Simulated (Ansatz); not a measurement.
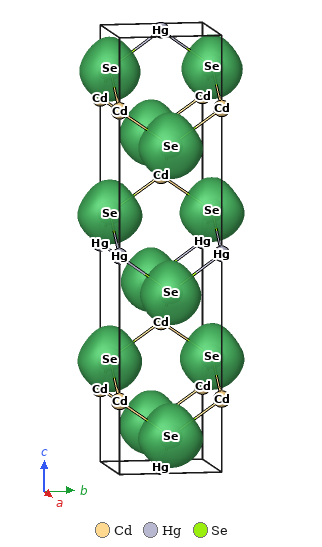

The picture shows: Cd2HgSe3. Isosurface of the ELF at 0.6 (green), seen slightly off an axis. Only the valence region is drawn (cores and ρ < 0.01 e/Å³ removed). Sticks mark near contacts.

Space group I-4m2; a structure generated by program, which may or may not match a known phase.

Theory: DFT PBE, scalar-relativistic, plane waves, PAW in Ansatz 0.2.0.

Core electrons are frozen (PAW), and the valence fields are smoothed inside the atomic spheres.

**Describe the localisation domains.**

The surface consists of six regions wrapped around Se (the valence shell of each), counted in one cell of 12 atoms. Any copies at cell faces, edges or corners count once. Along the contacts the grid gives the following. Cd–Se (2.68 Å): the ELF is about 0.40 at the midpoint and 0.15 at its lowest between the atoms. Hg–Se (2.71 Å): the ELF is about 0.35 at the midpoint and 0.20 at its lowest between the atoms.
